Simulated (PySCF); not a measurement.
## A study: C2H6Si, SMILES `C=C[SiH3]`

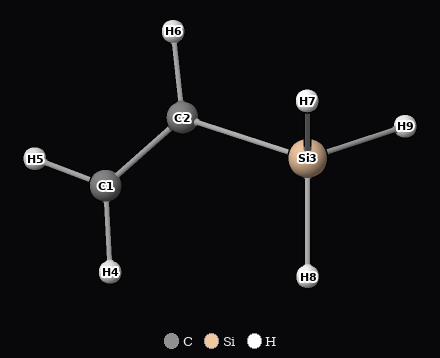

The molecule, with its atoms numbered as below. No frequency check shows the geometry to be a minimum.

Geometry (Å), atoms numbered from 1:

```
C1      -1.7559   -0.2761    0.0001
C2      -0.6925    0.5118   -0.0002
Si3      1.0937   -0.0782   -0.0001
H4      -1.6632   -1.3506    0.0004
H5      -2.7667    0.1052   -0.0001
H6      -0.8537    1.5844   -0.0002
H7       1.7638    0.4408    1.1968
H8       1.1323   -1.5408   -0.0009
H9       1.7653    0.4416   -1.1946
```

### 1. Bonding charge

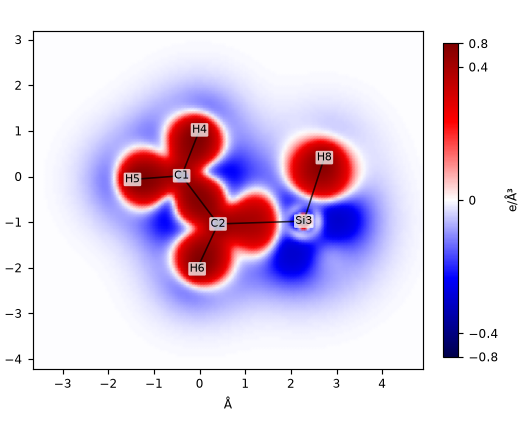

Deformation density (molecule less spherical, spin-averaged free atoms) in the plane of C1, C2, Si3, H4, H5, H6 and H8; colour scale in e/Å³, logarithmic beyond ±0.1; red: gain, blue: loss.

PySCF calculation, B3LYP/def2-SVP, gas phase; geometry: GFN2-xTB.

> Describe the bonding that the map shows.

C1–H4: +0.72 e/Å³ at the bond critical point (bond length 1.08 Å, Mayer order 1.0). C1–H5: +0.71 e/Å³ at the bond critical point (bond length 1.08 Å, Mayer order 1.0). C1–C2: +0.71 e/Å³ at the bond critical point (bond length 1.32 Å, Mayer order 2.0). C2–H6: +0.68 e/Å³ at the bond critical point (bond length 1.08 Å, Mayer order 0.9). Si3–H8: +0.17 e/Å³ at the bond critical point (bond length 1.46 Å, Mayer order 0.9). C2–Si3: +0.14 e/Å³ at the bond critical point (bond length 1.88 Å, Mayer order 1.0). In all, 2.0 electrons gather in the regions of gain relative to the promolecule. A small or negative value marks a very polar bond, one between electron-rich atoms, whose free-atom densities already overlap strongly, a long bond to a heavier atom, or a closed-shell contact such as a hydrogen bond.

> Where do the Hirshfeld charges lie?

The highest Hirshfeld charge is on Si3 (+0.34 e), the lowest on C2 (−0.13 e).

### 2. Local ionisation energy

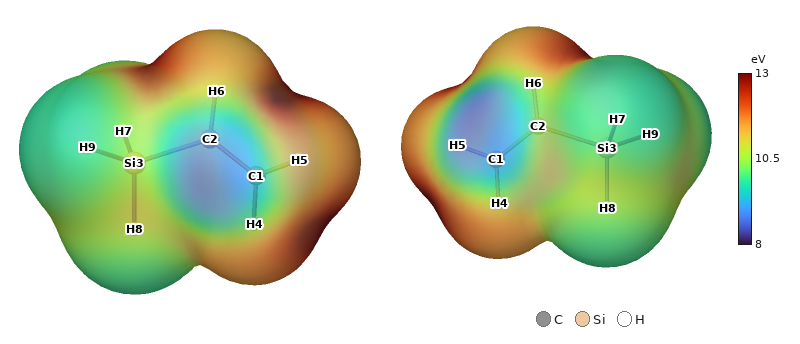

Average local ionisation energy on the surface of electron density 0.001 a.u. (back view left, front view right).

> Locate the minima of the map.

The lowest value is 8.6 eV, over C1, off the plane of its three bonds (2.1 Å), and at like points elsewhere. Further minima include 9.7 eV, 1.5 Å from H7, and at like points elsewhere; 9.9 eV, 1.5 Å from H8; 11.3 eV, 1.4 Å from H6. For comparison, the highest occupied orbital lies at −7.7 eV.

### 3. Excited states

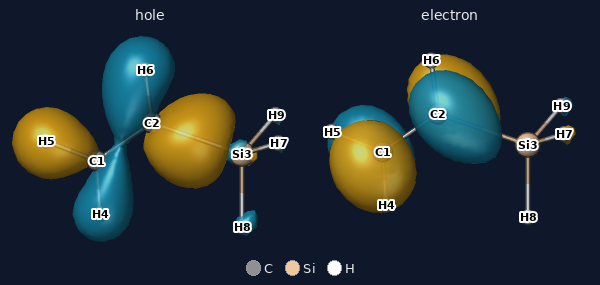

Leading natural transition orbital pair of S₁ (full linear response singlet states); the surfaces enclose about 78 % of each orbital's density.

PySCF calculation, M06-2X/cc-pVDZ, gas phase; geometry: GFN2-xTB. Without diffuse functions Rydberg states are missing, so the states' numbers hold for this basis only.

> Characterise the state.

6.79 eV (183 nm), f = 0.002, σ → π*; the leading pair carries 98 %; hole on C2 (33 %), Si3 (21 %) and C1 (15 %), electron on C1 (38 %), C2 (33 %) and Si3 (10 %); their centroids lie 0.4 Å apart. In canonical orbitals it is mainly HOMO−1 → LUMO (96 %). The HOMO–LUMO gap is 9.95 eV.

### 4. In an electric field

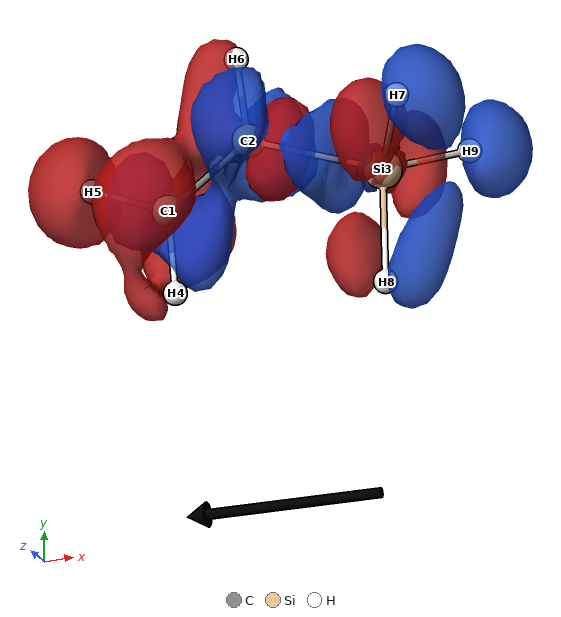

Change of the electron density in a uniform field of 0.51 V/Å along −x (arrow), surfaces at ±0.006 e/Å³ (blue: gain, red: loss).

PySCF calculation, HF/def2-SVP, gas phase; geometry: GFN2-xTB. A basis without diffuse functions makes polarisabilities too small.

> How large is the response?

The induced dipole is 1.44 D (along the field); α along this axis, from the fields in both directions, is 56 bohr³ (8.3 Å³).

> Which atoms gain and lose the most charge?

Electrons gather most on Si3 (Hirshfeld charge changes by −0.021 e) and leave C1 most (+0.035 e); 0.140 electrons are displaced in all.

### 5. Removing or adding an electron

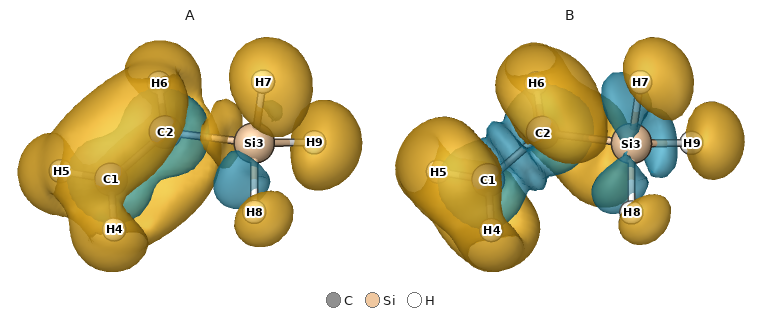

The two Fukui functions at ±0.015 e/Å³ (yellow positive, teal negative).

PySCF calculation, PBE0/cc-pVTZ, gas phase; geometry: GFN2-xTB.

> Which panel is f⁻ (electron removed) and which f⁺ (electron added)?

A is f⁻, B is f⁺. f⁻ (Hirshfeld-condensed) is largest on C1 (0.24) and C2 (0.20); the vertical ionisation energy is 10.14 eV (the stability of the cation's solution wasn't checked). f⁺ (Hirshfeld-condensed) is largest on C1 (0.23), C2 (0.17) and Si3 (0.16); the vertical electron affinity is −1.71 eV (the stability of the anion's solution wasn't checked; negative, but this basis has no diffuse functions, so it doesn't show that the anion is unbound).

> What chemical potential and hardness follow from the two energies?

μ = −(I + A)/2 = −4.22 eV and η = I − A = 11.85 eV.

### 6. Stretching a bond

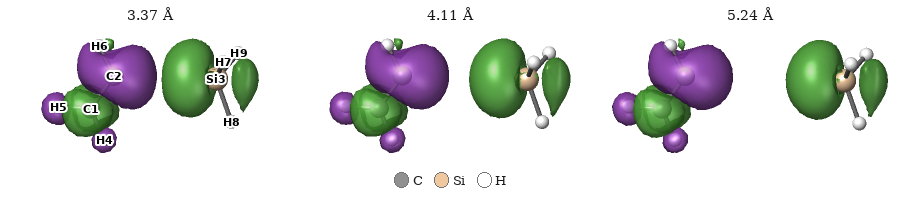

Rigid stretch of the C2–Si3 bond. Broken-symmetry UHF spin density at ±0.03 e/Å³ (purple: α, green: β).

Level of theory: 6-311+G** basis (PySCF), at a geometry from GFN2-xTB.

UHF's ⟨S²⟩ passes 1 along the scan (up to 1.24), so it also polarises electrons outside the stretched bond; its energy lowering isn't due to that bond alone.

> How does the broken-symmetry solution share the spin, and how far is it from a pure singlet?

At 5.24 Å excess α spin lies mostly on C2 and excess β on Si3; the two could be swapped at no cost. ⟨S²⟩ is 1.11 at 3.37 Å, 1.22 at 4.11 Å and 1.24 at 5.24 Å, against 0 for a pure singlet and 1 for an equal mix of singlet and triplet.

> Where does the UHF solution part from RHF?

Between 2.24 Å (⟨S²⟩ = 0, the two coincide) and 2.52 Å (⟨S²⟩ = 0.09); at 5.24 Å ⟨S²⟩ is 1.24 and UHF lies 4.3 eV below RHF.

> How much energy does the stretch cost?

By CASSCF, 3.9 eV from the lowest point of the scan (1.87 Å) to 5.24 Å; RHF gives 7.6 eV from its own lowest point. The fragments aren't relaxed and dynamic correlation is missing, so this isn't a bond dissociation energy.

The PySCF runs shown took 7 s, 5.3 min, 1.5 s, 65 s and 3.5 min on 1 thread of Intel(R) Xeon(R) Platinum 8259CL CPU @ 2.50GHz (Skylake/Cascade Lake) (shared host).
